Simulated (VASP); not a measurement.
Band structure of TlI (space group Pm-3m). Level of theory: r2SCAN meta-GGA, VASP's PBE PAW potentials (set 64) (plane waves; VASP).

Unless said otherwise, spin-orbit coupling is left out, though it shifts the bands of the heavy elements here.

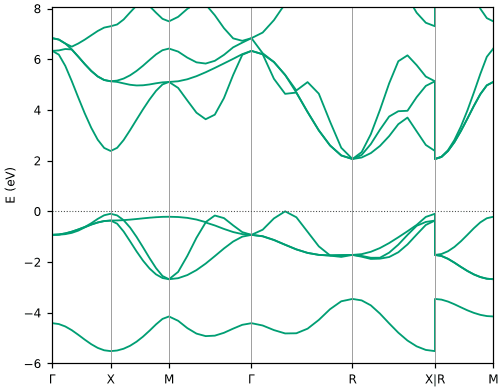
Bands along high-symmetry lines, zero at the valence-band maximum or, without a gap, the Fermi level

**Question.** Read the plot: is there a gap, and where are the band edges?

**Answer.** The gap is indirect, 2.07 eV, from the valence maximum at Γ-R at 0.33 to the conduction minimum at R.

The structure comes from a computed database's TlI entry (Pm-3m); how it stands against other phases isn't given here. It was relaxed first.
